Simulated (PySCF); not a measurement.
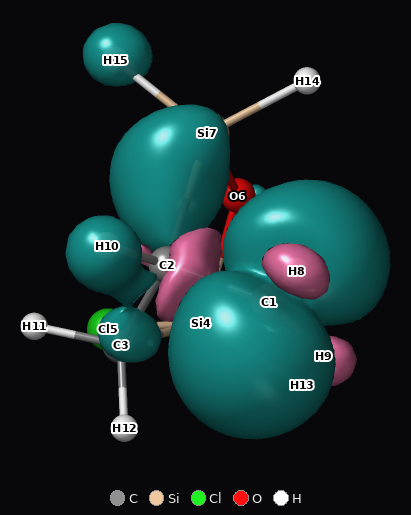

The picture shows: C$_{3}$H$_{8}$ClOSi$_{2}$ (doublet). Isosurfaces of the spin density at +0.015 (teal) and −0.015 e/Å³ (pink), seen at an oblique angle.

Geometry: GFN2-xTB.

Theory: UKS B3LYP, pcH-1 on C Cl H O Si, non-relativistic, mean-field spin-orbit, GIAO in PySCF.

| atom | x (Å) | y (Å) | z (Å) |
| --- | --- | --- | --- |
| C | 0.0615 | -1.4502 | -1.1880 |
| C | 0.7488 | -0.2635 | -0.7013 |
| C | 0.9492 | -0.2717 | 0.8216 |
| Si | -0.7082 | 0.2354 | 1.6086 |
| Cl | -0.4978 | 1.4506 | 3.1831 |
| O | -1.3168 | 1.1081 | 0.3658 |
| Si | -0.4990 | 1.2046 | -1.0494 |
| H | 0.1465 | -1.7506 | -2.2144 |
| H | -0.6117 | -1.9902 | -0.5513 |
| H | 1.6919 | -0.1135 | -1.2314 |
| H | 1.7193 | 0.4566 | 1.0894 |
| H | 1.3155 | -1.2466 | 1.1433 |
| H | -1.6740 | -0.8133 | 1.8905 |
| H | -1.4599 | 0.9299 | -2.1007 |
| H | 0.1301 | 2.5225 | -1.0878 |

Question: Which atoms carry the spin?

Answer: The unpaired spin (1 electron) lies mostly on C1 (about 0.7), Si7 (about 0.1) and C2 (about 0.1), in electrons by Hirshfeld's partition.
